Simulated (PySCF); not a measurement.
# SiN (doublet): what the fields show

```yaml
atoms:
  - { symbol: Si, position_ang: [0.0000, 0.0000, -0.5257] }
  - { symbol: N, position_ang: [0.0000, 0.0000, 1.0503] }
```

The calculation used PBE0/aug-pcseg-1, non-relativistic, at a bond length of 1.576 Å (PySCF 2.14.0).

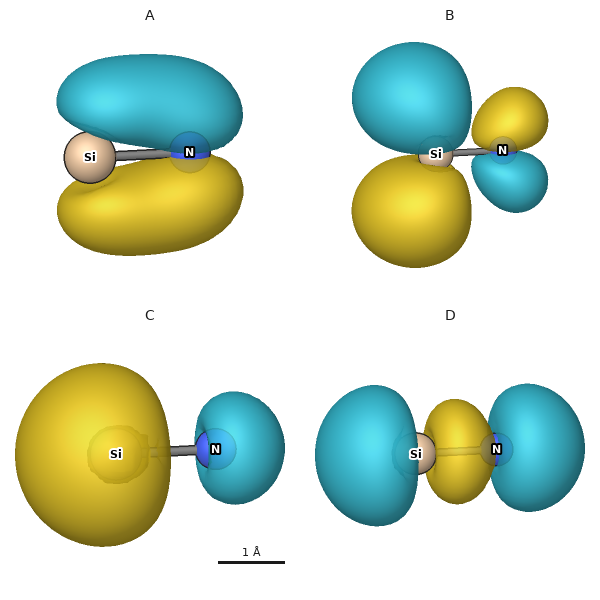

Figure 1. Four frontier β-spin orbitals, each drawn at the value that holds 80 % of its norm (yellow and cyan are the two phases), in no order; of a degenerate pair one member is drawn.

Label each orbital by symmetry, say whether it is occupied, and order them by energy.

Orbital C: σ, occupied in this spin, −10.68 eV; mainly on Si (75 %).
Orbital A: π, occupied in this spin, −7.99 eV; bonding, with no node between the atoms.
Orbital D: σ, empty in this spin, −4.80 eV; shared between the atoms (Si 35 %, N 65 %).
Orbital B: π, empty in this spin, −1.58 eV; mainly on Si (75 %).

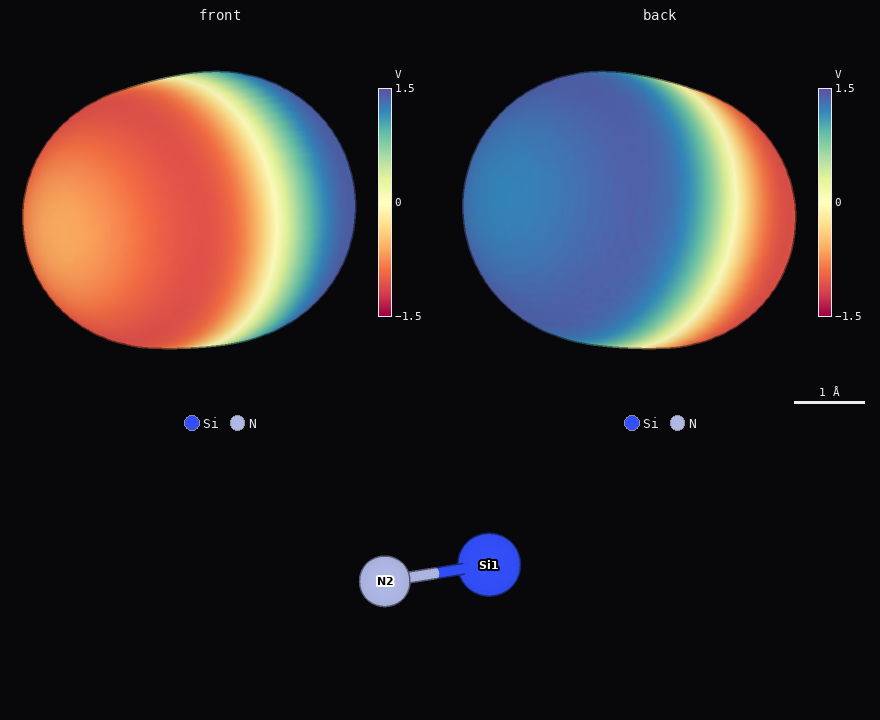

Figure 2. The electrostatic potential painted on the density surface at 0.002 e/bohr³, seen from the front and from behind; red is negative and blue positive. The bare structure is drawn below in the same view.

Where is the surface potential most negative and most positive?

The most negative region (about −1.1 V) lies over N2, the most positive (about +1.4 V) over Si1. N2 is the likeliest acceptor of a hydrogen bond.
